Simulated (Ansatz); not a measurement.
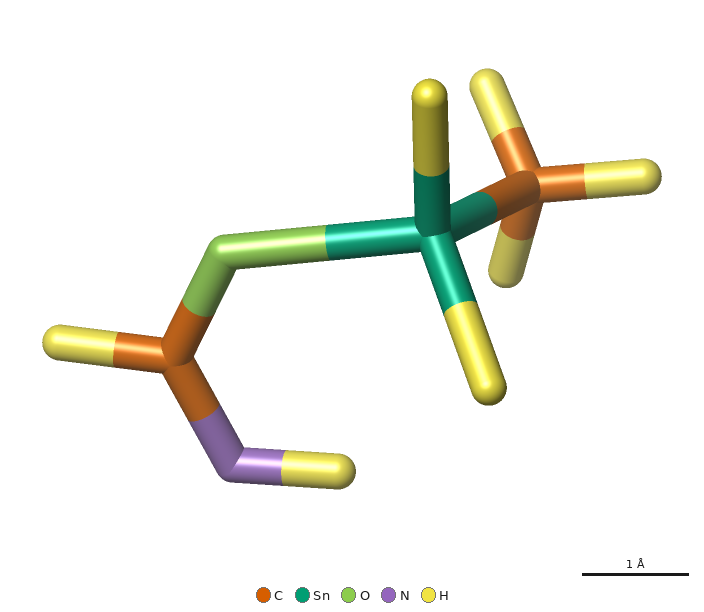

A stick model of a molecule. Every bond is drawn as one stick, whatever its order.

The geometry was computed by an optimisation with PBE0-D4/def2-TZVP. No frequency run is at hand to confirm it as a minimum.

Description:

The molecule is C2H7NOSn. As SMILES it reads `[H]/N=C\[O][SnH2][CH3]`. Among its groups: imine. The point group is C1. Coordination: 1 C tetrahedral; 1 Sn tetrahedral; 1 O bent; 1 C trigonal planar; 1 N bent.

The parts below concern this one geometry. Atoms keep their numbers from picture to picture.

### Geometry

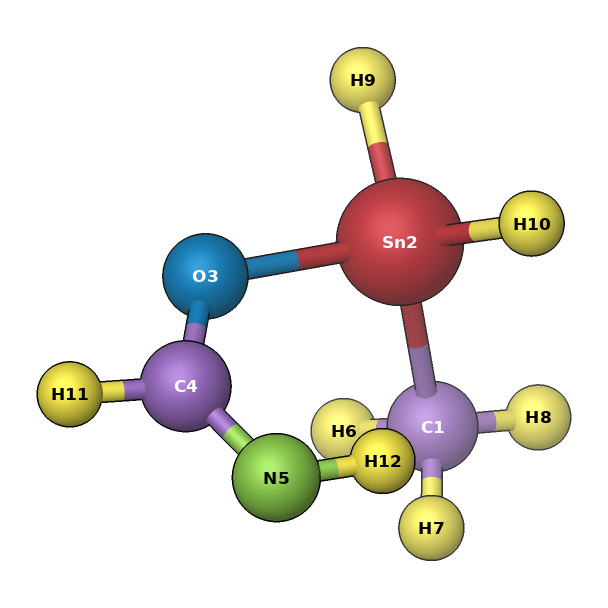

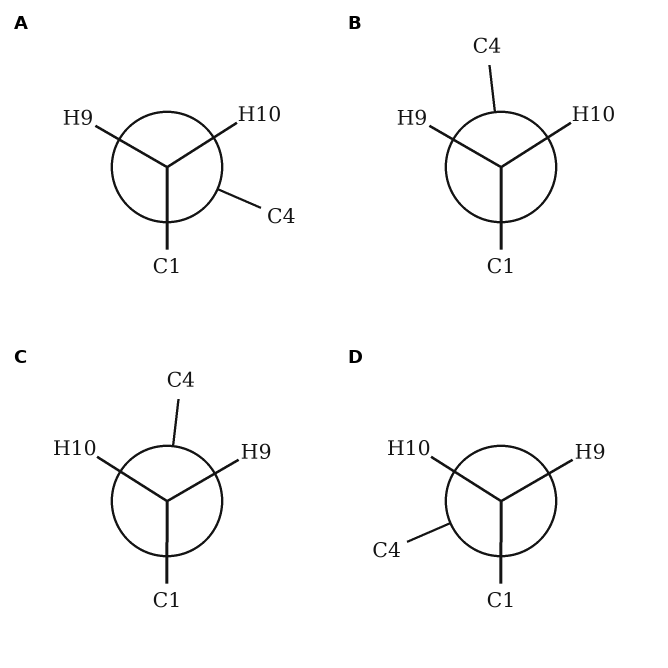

Atoms fade into the background with distance from the viewer. Bonds that would overlap in a projection are set slightly apart. No frequency run is at hand to confirm it as a minimum.

> Which Newman projection shows the view along Sn2–O3, with Sn2 in front?

D. The torsion angle C1–Sn2–O3–C4 is 66°, synclinal (gauche).

### Levels of theory compared

No frequency run is at hand to confirm it as a minimum. Program: Ansatz 0.2.0.

Tabulate HOMO energy (eV), HOMO–LUMO gap (eV) at these levels: B3LYP-D4/def2-TZVPP; PBE-D4/def2-TZVPP; PBE0-D4/def2-TZVPP; r2SCAN-D4/def2-TZVPP; ωB97M-V/def2-TZVPP; ωB97X-V/def2-TZVPP.

```csv
level,HOMO energy (eV),HOMO–LUMO gap (eV)
B3LYP-D4/def2-TZVPP,−7.41,6.73
PBE-D4/def2-TZVPP,−6.15,4.96
PBE0-D4/def2-TZVPP,−7.64,7.21
r2SCAN-D4/def2-TZVPP,−6.48,5.65
ωB97M-V/def2-TZVPP,−9.95,10.93
ωB97X-V/def2-TZVPP,−10.03,11.37
```

### Dipole moment

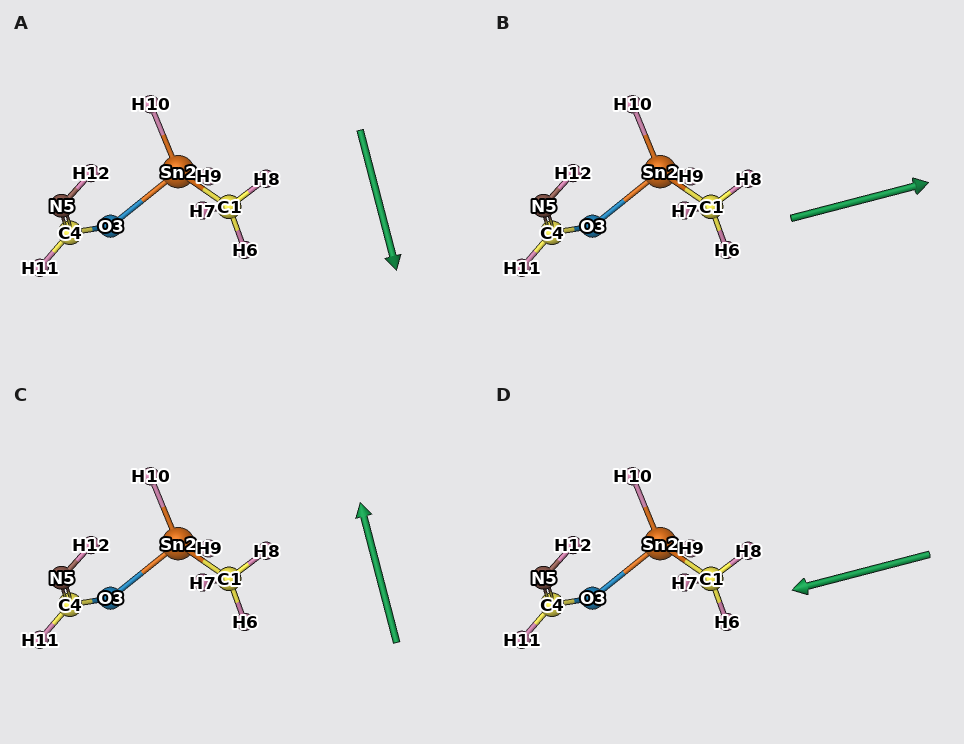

The same molecule four times, each with an arrow. No frequency run is at hand to confirm it as a minimum. Method: RKS r2SCAN-D4/def2-TZVPP, core potentials on Sn (Ansatz 0.2.0).

> Which arrow points along the dipole moment, from the negative to the positive end?

B. The dipole moment is 3.75 D; it points from the side of H11 to the side of H8 (the outermost atoms at the two ends).

### Charges

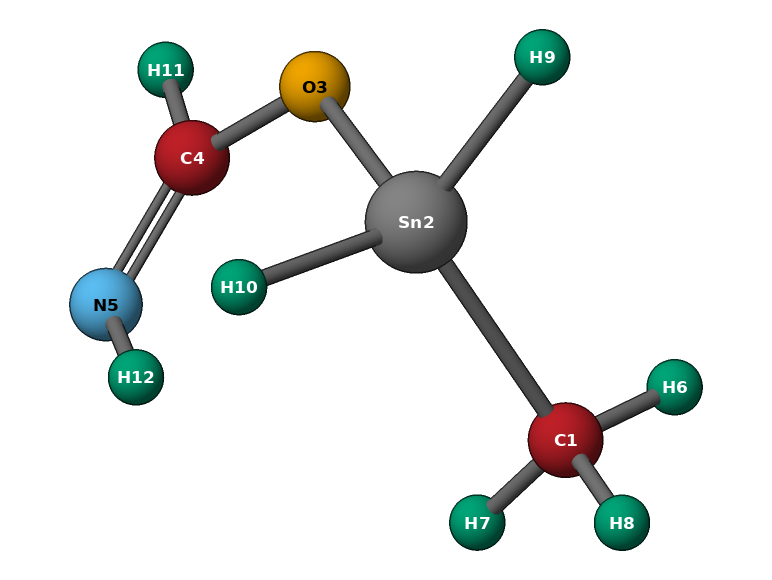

The questions are on Mulliken charges. No frequency run is at hand to confirm it as a minimum. Method: RKS PBE-D4/def2-TZVPP, core potentials on Sn (Ansatz 0.2.0).

Give the Mulliken charges atom by atom.

| atom | value (e) |
| --- | --- |
| C1 | −0.55 |
| Sn2 | 0.77 |
| O3 | −0.41 |
| C4 | 0.08 |
| N5 | −0.28 |
| H6 | 0.14 |
| H7 | 0.13 |
| H8 | 0.13 |
| H9 | −0.11 |
| H10 | −0.11 |
| H11 | 0.09 |
| H12 | 0.12 |

Mulliken values depend strongly on the basis set and can even reverse the polarity of a bond.
